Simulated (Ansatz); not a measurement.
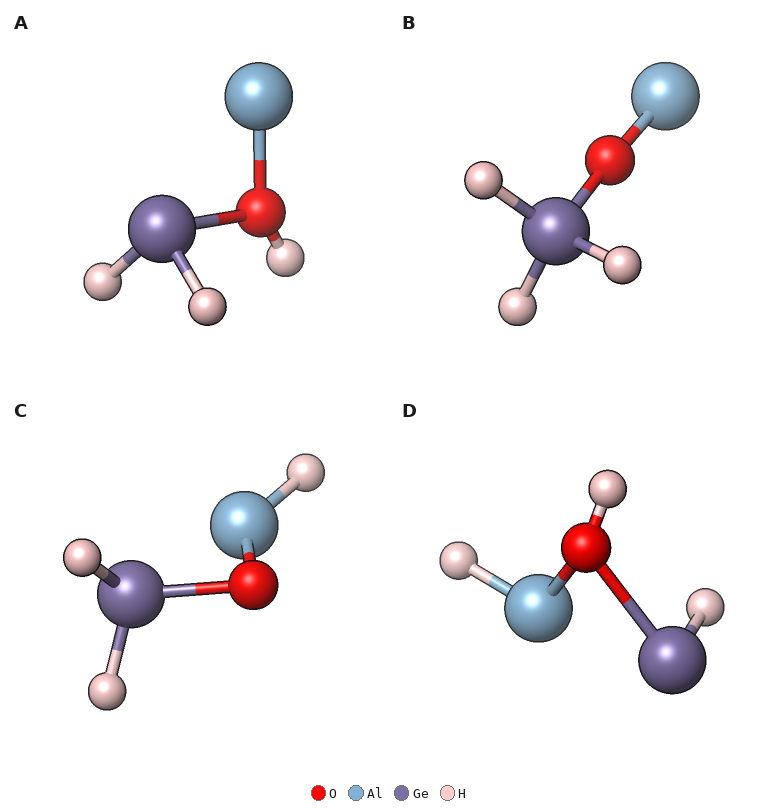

4 stationary structures of one formula. Geometries: PBE-D4/def2-SVP. Electronic energies: PBE-D4/def2-SVP (Ansatz 0.2.0), without zero-point energy. No frequency run is at hand to confirm each as a minimum.

### Which is lowest in energy, and by how much?

B is lowest; A lies 22.7 kcal/mol above it (Cs), C lies 26.9 kcal/mol above it (Cs), D lies 27.0 kcal/mol above it (C1).
